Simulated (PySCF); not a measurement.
Molecule: C₃H₇BO₂Si, SMILES C#CC[SiH2]B(O)O, singlet. Atoms near the plane z = 0.0 Å, at the GFN2-xTB optimised geometry (x, y, z in Å): C1 (-2.5, 1.3, -0.1), C2 (-2.1, 0.3, 0.3), C3 (-1.4, -0.9, 0.8), Si4 (0.3, -1.1, 0.0), B5 (1.3, 0.7, 0.0), O6 (2.6, 0.7, 0.0), O7 (0.7, 1.9, 0.0), H8 (-3.0, 2.2, -0.4), H10 (-2.0, -1.8, 0.5), H12 (1.0, -2.2, 0.7), H13 (3.0, 1.5, 0.0), H14 (-0.3, 1.9, 0.0).

Method: PySCF with CAM-B3LYP/def2-TZVP. Cells within 0.4 Å of a nucleus heavier than hydrogen are left out (blank, or x). The values are rescaled to run from 0 to 1.

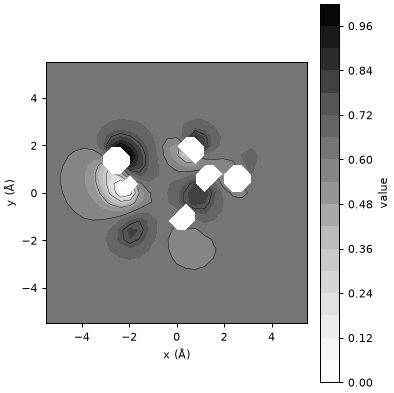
Fig. 1. a field on the plane z = 0.0 Å.

Task: Which quantity is mapped?
(A) electron localisation function
(B) deformation density (molecule minus spherical neutral atoms)
(C) an orbital amplitude
(D) log10 of the electron density

Result: C, an orbital amplitude. In full: HOMO−1 amplitude (bohr^(-3/2)).
